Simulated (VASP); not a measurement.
Band structure of BaSrO$_{2}$ (space group R-3m). Computed with LDA (Ceperley-Alder, Perdew-Zunger), VASP's LDA PAW potentials (set 64) (plane waves; VASP 6.6.1).

Unless said otherwise, spin-orbit coupling is left out, though it shifts the bands of the heavy elements here.

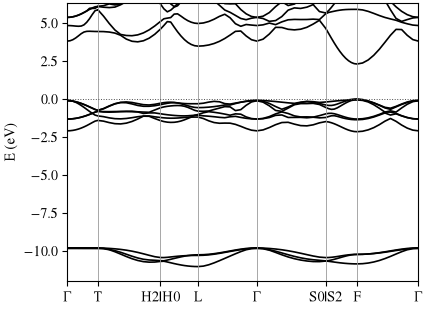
*Bands along high-symmetry lines, zero at the valence-band maximum or, without a gap, the Fermi level*

**Question.** Read the plot: is there a gap, and where are the band edges?

**Answer.** The gap is direct, 2.30 eV, from the valence maximum at F to the conduction minimum at F. (Edges off the drawn lines would not show.)

The structure comes from a computed database's BaSrO2 entry (R-3m); how it stands against other phases isn't given here. It was relaxed first, which changed the volume by -7 %.
